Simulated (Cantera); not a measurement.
Feed: 1 mol Si, 2.3 mol Cl2, 8.1 mol HF, at 62.0 Pa.

Cantera equilibrium calculation (NASA polynomials, part measured and part estimated; ideal gas, pure solids and liquids). Candidate condensed phases: Si; 37 gas species. The numbers say what is thermodynamically allowed, not how fast it happens.

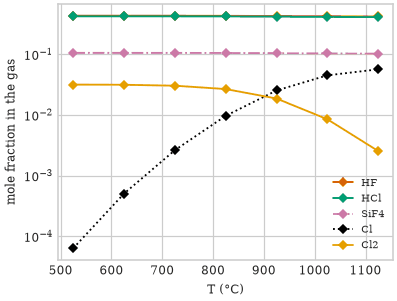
Figure. Equilibrium gas composition (values under 1e-9 drawn at 1e-9)

From 525 °C to 1125 °C nothing is condensed. The main Si-bearing gas is SiF4 throughout.
